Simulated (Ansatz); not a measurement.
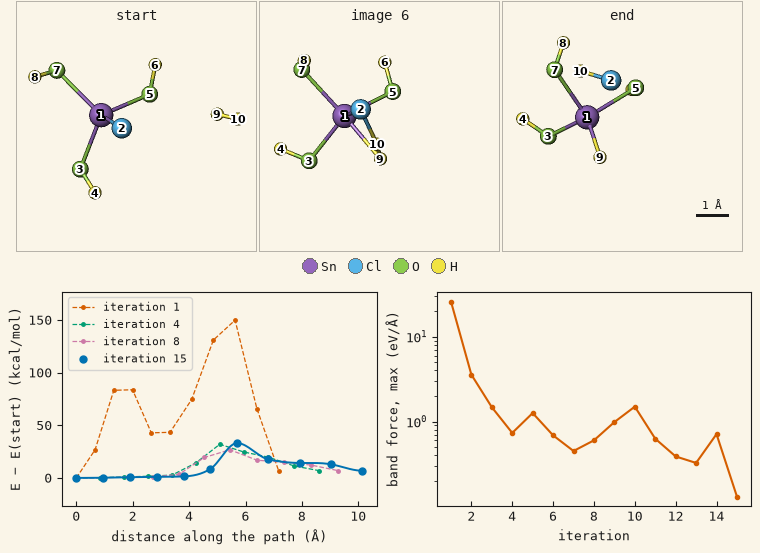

NEB run on SnH5O3Cl, made up at the start of SnH3O3Cl and H$_{2}$. Images are numbered from 0 (start) to 10 (end). The plot follows the band through its iterations. A ball-and-stick model, seen face on.

The calculation used RKS PBE-D4/def2-SVP (Ansatz). Settings: 9 movable images; climbing image; force threshold 0.2 eV/Å; iteration limit 60; starting path through a guess of the saddle point.

Did the band converge, and can the barrier be trusted?

Answer. The run met only a loose threshold, so the barrier can't be trusted yet. The band converged in 15 iterations. The largest component of the band force went from 26 to 0.13 eV/Å. The climbing image converged on the top of the path. Its curvatures weren't checked. The force threshold is so loose that the height of the top is at best an upper bound. The first iteration put the highest image at 149.8 kcal/mol. The highest point, image 6, lies 33.1 kcal/mol above the start and 26.2 kcal/mol above the end; the end is at +6.8 kcal/mol relative to the start.

Limits of the set-up: the start holds two separate molecules, 2.4 Å apart at their closest, whose relative position is a soft coordinate.

The run took 2.6 min on 4 threads of Intel(R) Xeon(R) Platinum 8259CL CPU @ 2.50GHz (Skylake/Cascade Lake) (shared host), peak memory 0.2 GiB.
